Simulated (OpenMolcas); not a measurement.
**Run report: Ag²⁺ complex, multiconfigurational calculation**

- system: Ag²⁺ with 6 ligands (O; octahedron, 2.32 Å), embedded in MgO by model potentials and point charges, whose field is part of the energies.
- method: state-averaged CASSCF, active space 9 electrons in the shell 4d, basis ANO-RCC-VTZP on the metal and ANO-RCC-VDZP on the ligands, DKH2 scalar Hamiltonian, spin-orbit coupling by RASSI with atomic mean-field integrals (OpenMolcas)

## Summary

| quantity | value |
| --- | --- |
| outcome | converged |
| energy of the lowest spin-free term | −5770.95718 hartree |
| energy of the lowest spin-orbit level | −5770.95814 hartree |
| largest spread among components of a term | 0.0 cm⁻¹ |
| hardware | 1 thread of Arm Neoverse V2, 24 GiB of memory available, shared host |
| wall time | 21 s |
| peak memory | 0.4 GiB |

## Remarks

Without dynamic correlation the splittings between terms come out too large, often by 20 to 50 %. Limits: orbital doublet at a regular site, Jahn-Teller distortion not allowed for; covalent bonds, ligand orbitals missing from the active space; the geometry is set by hand, with no relaxation.

## The input
```
&GATEWAY
Basis set
Ag.ANO-RCC-VTZP.
Ag1 0.0 0.0 0.0 Angstrom
End of basis
Basis set
O.ANO-RCC-VDZP.
L1 2.320000 0.000000 0.000000 Angstrom
L2 0.000000 2.320000 0.000000 Angstrom
L3 0.000000 0.000000 2.320000 Angstrom
End of basis
Basis set
Mg.EMB-AIMP.Pascual.10s4p.1s1p.ECP.MgO.
PseudoCharge
* 3 symmetry-unique lattice sites within 7.6 angstrom
End of basis
Basis set
Mg.EMB-AIMP.Pascual.0s.0s.ECP.MgO.
PseudoCharge
* 40 symmetry-unique lattice sites within 7.6 angstrom
End of basis
Basis set
O.EMB-AIMP.Pascual.0s.0s.ECP.MgO.
PseudoCharge
* 55 symmetry-unique lattice sites within 7.6 angstrom
End of basis
Symmetry
XYZ
AngMom=0.0 0.0 0.0
AMFI
RICD
XField
997 Angstrom 0
* Evjen-weighted lattice charges
&SEWARD
&RASSCF
FileOrb=start.orb
Symmetry=1
Spin=2
nActEl=9 0 0
Inactive=24 24
Ras2=5 0
CIRoot=5 5 1
SDav=5
CIMx=300
Iter=150 100
PrWF=0.3
OrbListing=Nothing
MaxOrb=0
LevShft=1.0
>>> COPY $Project.JobIph JOB001
&RASSI
NrOfJobIphs=1 5
1 2 3 4 5
IphNames
JOB001
EJob
SpinOrbit
DIPRint=1.0
SOCoupling=1000.0
Subsets=2
Property=9
'ANGMOM' 1 'ANGMOM' 2 'ANGMOM' 3 'MLTPL  1' 1 'MLTPL  1' 2 'MLTPL  1' 3
'AMFI' 1 'AMFI' 2 'AMFI' 3
SOProperty=3
'ANGMOM' 1 'ANGMOM' 2 'ANGMOM' 3
```

The file start.orb holds starting orbitals from an earlier step. A driver script formed the levels outside the program, from RASSI's spin-orbit matrix and the active-space energies, averaged over the components of each term or state.

Command:
```bash
OMP_NUM_THREADS=1 MOLCAS_MEM=2457 MOLCAS_PROJECT=a pymolcas a.inp > a.log  # once for each step of the input, in one work folder
```

## Log (extracts)
```
--- SEWARD ---
Basis set label: AG.ANO-RCC...7S6P4D2F1G.

      Electronic valence basis set:
      ------------------
      Associated Effective Charge  47.000000 au
      Associated Actual Charge     47.000000 au
      Nuclear Model: Point charge

      Shell  nPrim  nBasis  Cartesian Spherical Contaminant
         s      21       7        X
         p      18       6        X
         d      13       4                 X
         f       6       2                 X
         g       4       1                 X
                  Relativistic Douglas-Kroll-Hess integrals:
                    - DKH order of Hamiltonian: 2
                    - DKH order of Properties : 0
                  Atomic mean-field integrals
--- RASSCF ---
Wave function specifications:
      -----------------------------

      Number of closed shell electrons          96
      Number of electrons in active shells       9
      Max number of holes in RAS1 space          0
      Max nr of electrons in RAS3 space          0
      Number of inactive orbitals               48
      Number of active orbitals                  5
      Number of secondary orbitals             123
      Spin quantum number                      0.5
      State symmetry                             1
Orbital specifications:
      -----------------------

      Symmetry species                           1   2
                                                ag  au
      Frozen orbitals                            0   0
      Inactive orbitals                         24  24
      Active orbitals                            5   0
      RAS1 orbitals                              0   0
      RAS2 orbitals                              5   0
      RAS3 orbitals                              0   0
      Secondary orbitals                        61  62
      Deleted orbitals                           0   0
      Number of basis functions                 90  86
      Number of CSFs                             5
      Number of root(s) required                 5
      Iter CI   SX   CI       RASSCF       Energy    max ROT     max BLB   max BLB  Level Ln srch  Step   QN
          iter iter root      energy       change     param      element    value   shift minimum  type update
 Nr of preliminary CI iterations:   1
      Total energies have been shifted. Add                -5000.00 au
        1   1   11    0  -768.88890451    0.00E+00   5.68E-02   12  83 2  5.45E-01*  1.69   0.00    SX    NO
        2   1   11    0  -770.40437680   -1.52E+00* -7.12E-02   12  83 2  2.60E-01*  1.40   0.00    SX    NO
        3   1   11    0  -770.79782571   -3.93E-01* -6.65E-02   12  32 2  1.28E-01*  1.24   0.00    SX    NO
        4   1   11    0  -770.87071747   -7.29E-02* -4.86E-02   24  34 2  7.46E-02*  1.17   0.00    SX    NO
        5   1   11    0  -770.89388282   -2.32E-02* -5.42E-02   24  34 2  4.82E-02*  1.13   2.50    LS   YES
        6   1   11    0  -770.90709939   -1.32E-02*  3.77E-02   12  30 1  2.04E-02*  1.08   1.46    QN   YES
        7   1   10    0  -770.91218843   -5.09E-03*  2.50E-02   25  31 1 -1.06E-02*  1.07   1.75    LS   YES
        8   1   10    0  -770.91331951   -1.13E-03* -9.38E-03   22  55 1 -1.05E-02*  1.05   1.13    QN   YES
        9   1   10    0  -770.91443065   -1.11E-03* -7.20E-03   22  55 1 -5.30E-03*  1.05   1.80    LS   YES
       10   1   10    0  -770.91470256   -2.72E-04* -3.82E-03   24  75 2  3.54E-03*  1.05   1.04    QN   YES
        ...
       21   1    7    0  -770.91490714   -1.47E-07* -1.09E-04   12  87 1 -8.45E-05   1.04   1.43    QN   YES
       22   1    6    0  -770.91490719   -5.42E-08* -1.35E-04   12  87 1 -2.77E-05   1.04   1.49    QN   YES
       23   1    5    0  -770.91490721   -1.89E-08* -9.11E-05   14  34 2  8.28E-06   1.04   1.31    QN   YES
       24   1    5    0  -770.91490721   -4.58E-09  -4.36E-05   12  83 2  9.56E-06   1.04   1.49    QN   YES
      Convergence after 24 iterations
       25   1    5    0  -770.91490721   -1.24E-09  -4.36E-05   12  83 2  4.36E-06   1.04   1.49    QN   YES
      Natural orbitals and occupation numbers for root  1
      sym 1:   2.000000   2.000000   1.000000   2.000000   2.000000
      Natural orbitals and occupation numbers for root  2
      sym 1:   2.000000   2.000000   2.000000   2.000000   1.000000
      Natural orbitals and occupation numbers for root  3
      sym 1:   1.000000   2.000000   2.000000   2.000000   2.000000
::    RASSCF root number  1 Total energy:  -5770.95717768
::    RASSCF root number  2 Total energy:  -5770.95717768
::    RASSCF root number  3 Total energy:  -5770.88672690
::    RASSCF root number  4 Total energy:  -5770.88672690
::    RASSCF root number  5 Total energy:  -5770.88672690
--- RASSI ---
SPIN-FREE ENERGIES:
  (Shifted by EMIN (a.u.) =      -5770.9571776838)

 SF State       Relative EMIN(au)   Rel lowest level(eV)    D:o, cm**(-1)

     1             0.0000000000        0.0000000000              0.0000
     2             0.0000000000        0.0000000000              0.0000
     3             0.0704507830        1.9170634675          15462.1596
     4             0.0704507830        1.9170634675          15462.1596
     5             0.0704507830        1.9170634675          15462.1596
     Dipole printing threshold changed to   1.00000000E+00
Eigenvalues of complex Hamiltonian:
   -----------------------------------
  (Shifted by EMIN (a.u.) =      -5770.9571776838)

 SO State       Relative EMIN(au)   Rel lowest level(eV)    D:o, cm**(-1)

     1            -0.0009588078        0.0000000001              0.0000
     2            -0.0009588078        0.0000000001              0.0000
     3            -0.0009588078        0.0000000000              0.0000
     4            -0.0009588078        0.0000000000              0.0000
     5             0.0632140944        1.7462336299          14084.3241
     6             0.0632140944        1.7462336299          14084.3241
     7             0.0750279351        2.0677046113          16677.1624
     8             0.0750279351        2.0677046114          16677.1624
     9             0.0750279351        2.0677046113          16677.1624
    10             0.0750279351        2.0677046114          16677.1624
Weights of the five most important spin-orbit-free states for each spin-orbit state.

 SO State  Total energy (au)           Spin-free states, spin, and weights
 -------------------------------------------------------------------------------------------------------
    1        -0.000959       2 0.5  0.9307    1 0.5  0.0567    5 0.5  0.0083    3 0.5  0.0023    4 0.5  0.0020
    2        -0.000959       2 0.5  0.9368    1 0.5  0.0505    5 0.5  0.0084    3 0.5  0.0023    4 0.5  0.0019
    3        -0.000959       1 0.5  0.9220    2 0.5  0.0654    4 0.5  0.0067    3 0.5  0.0059    5 0.5  0.0000
    4        -0.000959       1 0.5  0.9455    2 0.5  0.0418    3 0.5  0.0063    4 0.5  0.0062    5 0.5  0.0001
    5         0.063214       3 0.5  0.3333    4 0.5  0.3333    5 0.5  0.3333    2 0.5  0.0000    1 0.5  0.0000
    6         0.063214       3 0.5  0.3333    4 0.5  0.3333    5 0.5  0.3333    1 0.5  0.0000    2 0.5  0.0000
    7         0.075028       5 0.5  0.6582    3 0.5  0.1673    4 0.5  0.1619    2 0.5  0.0121    1 0.5  0.0005
    8         0.075028       4 0.5  0.4964    3 0.5  0.4910    1 0.5  0.0121    2 0.5  0.0005    5 0.5  0.0000
    9         0.075028       5 0.5  0.6582    3 0.5  0.1673    4 0.5  0.1619    2 0.5  0.0121    1 0.5  0.0005
   10         0.075028       4 0.5  0.4964    3 0.5  0.4910    1 0.5  0.0121    2 0.5  0.0005    5 0.5  0.0000
 -------------------------------------------------------------------------------------------------------
```

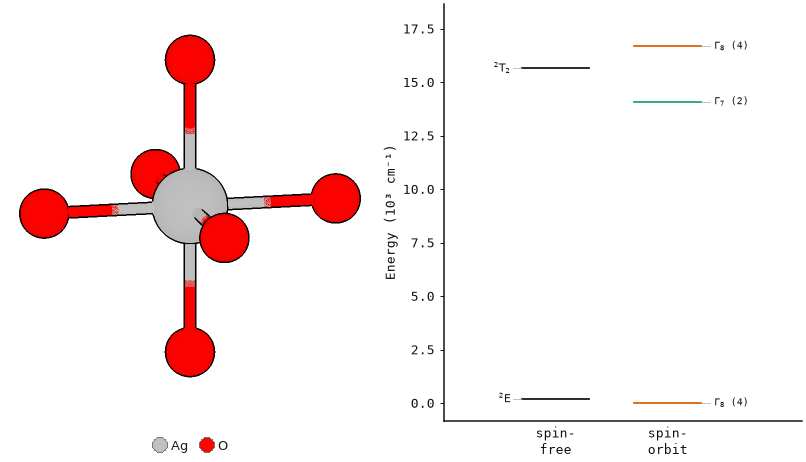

**Figure 1.** Ag²⁺ (4d⁹) as a dopant in MgO, a cluster with its 6 nearest O²⁻ at 2.320 Å (octahedron) embedded in model potentials and point charges; the geometry was set, not optimised, and its levels. Labels give the representation in O, Td, D4 or D3 as the site allows (double group for half-integer spin) where it could be assigned and, in brackets, the degeneracy; spin-free states, where drawn, share the zero of the spin-orbit levels. The ground level is Γ₈, 4-fold degenerate, 100 % from states of spin multiplicity 2. The next level lies at 14,100 cm⁻¹ (Γ₇). The lowest spin-free state is ²E; of the same spin there follows at 15,500 cm⁻¹ (²T₂) above it. A ligand-field fit to the spin-free states gives |10Dq| = 15,500 cm⁻¹. The active orbitals hold 76 to 90 % metal character (Löwdin), and the Mulliken charge of the metal is +1.11.
